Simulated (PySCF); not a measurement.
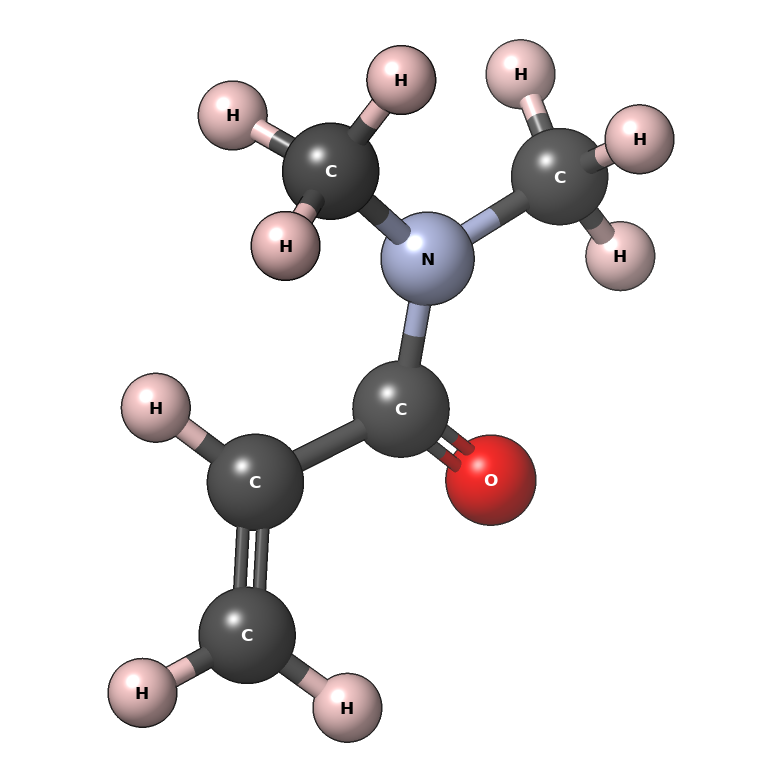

The picture shows a molecular structure as a ball-and-stick model. Multiple sticks mark multiple bonds (one Kekulé form).

Computed geometry: GFN2-xTB optimisation. No frequency run is at hand to confirm it as a minimum.

Question: What is the molecular formula?

Answer: C₅H₉NO, 16 atoms: 5 carbon, 9 hydrogen, 1 nitrogen and 1 oxygen.

Question: Which point group does it belong to?

Answer: C1.

Question: Does it have rings?

Answer: It has no ring.

Question: Count the bonded pairs by element.

Answer: 9 C–H, 3 C–N, 2 C–C, 1 C–O.

Question: Name functional groups in it.

Answer: Among them: amide, alkene.

More results for the same structure follow; atom numbers are the same in all pictures, views and colours differ.

Shape

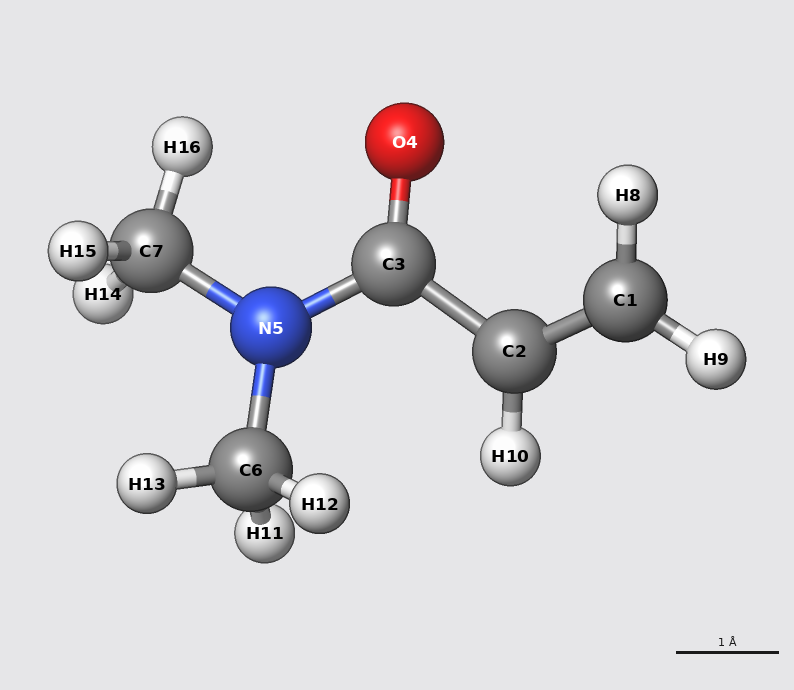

Numbered structure. No frequency run is at hand to confirm it as a minimum.

Question: Describe the coordination of atom 5.

Answer: N5 has 3 neighbours (C3 at 1.36, C6 at 1.44, C7 at 1.44 Å); the arrangement is trigonal planar.

Question: Describe the coordination of atom 1.

Answer: C1 has 3 neighbours (C2 at 1.32, H8 at 1.08, H9 at 1.08 Å); the arrangement is trigonal planar.

Question: Describe the coordination of atom 7.

Answer: C7 has 4 neighbours (N5 at 1.44, H14 at 1.09, H15 at 1.09, H16 at 1.09 Å); the arrangement is tetrahedral.

Question: What is the geometry at C3?

Answer: C3 has 3 neighbours (C2 at 1.49, O4 at 1.22, N5 at 1.36 Å); the arrangement is trigonal planar.

Question: What is the dihedral angle C2–C3–N5–C7?

Answer: 175° in size, that is anti.

Dipole moment

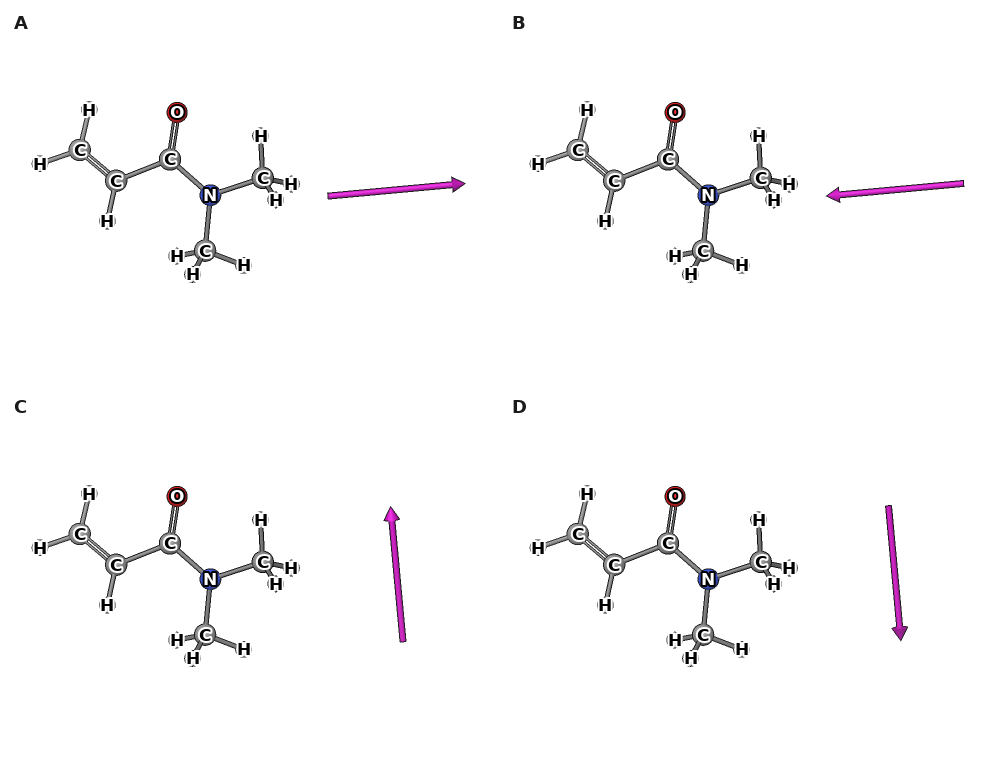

The same molecule four times, each with an arrow. No frequency run is at hand to confirm it as a minimum. Level of theory: PBE0/pcSseg-1, gas phase (PySCF 2.14.0).

Question: Which arrow points along the dipole moment, from the negative to the positive end?

Answer: D. The dipole moment is 3.79 D.

Quadrupole coupling

No frequency run is at hand to confirm it as a minimum. Electric field gradients from the ground-state density, PBE0/pcSseg-1 (PySCF 2.14.0), non-relativistic apart from any core potentials.

Give the largest field-gradient component, the quadrupole coupling constant and the asymmetry for 17O at O4 (Q = −25.6 mb), 14N at N5 (Q = 20.44 mb).

```tsv
atom	V_zz (a.u.)	e²qQ/h (MHz)	η
O4	−1.572	9.46	0.13
N5	−1.050	−5.04	0.10
```

Excitation

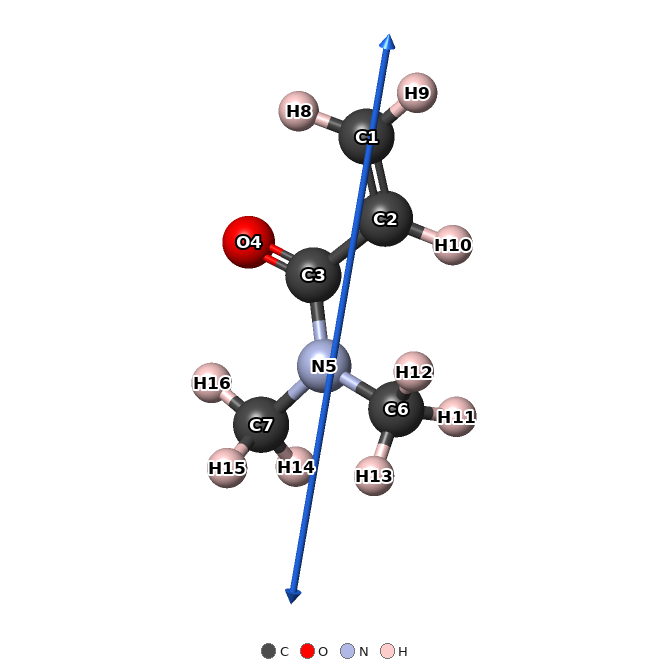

The double arrow shows the direction of the transition dipole to excited singlet state 4 (its length means nothing). No frequency run is at hand to confirm it as a minimum. Properties computed with TDDFT PBE0/def2-SVPD, vertical, gas phase, core orbitals frozen in the response (PySCF 2.14.0).

Question: How is the transition polarised?

Answer: Close to the long direction C1···C7.

Question: Where does the transition lie, and how strong is it?

Answer: 6.64 eV (187 nm), oscillator strength 0.36, mainly HOMO−2 → LUMO (weight 0.87); transition dipole 3.76 D.
